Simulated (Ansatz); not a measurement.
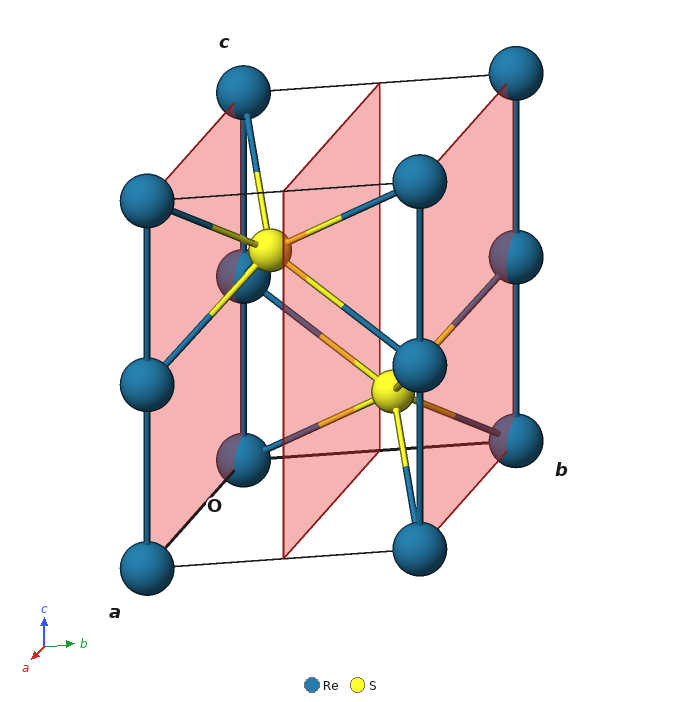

For ReS, the end point of a relaxation at fixed volume with DFT PBEsol, scalar-relativistic, plane waves, PAW (Ansatz); the starting structure was generated, so it need not be a known form of this composition: every member of one family of equally spaced planes, hx + ky + lz = a whole number, that cuts the unit cell is shaded (one member passes through the origin O). Geometry calculated from the standardised cell; symmetry tolerance 0.002 Å.

a = 3.597 Å, b = 3.597 Å, c = 5.262 Å, α = 90.00°, β = 90.00°, γ = 120.00°.

### Index the planes.

(0 2 0), in four indices (0 2 −2 0); the opposite sign names the same planes. The member next to the origin meets the axes a never, b at 1/2, c never.

### What is the spacing?

d = 1.558 Å.

### Which atoms of the cell lie in these planes (within 0.03 Å)?

all 2 Re.
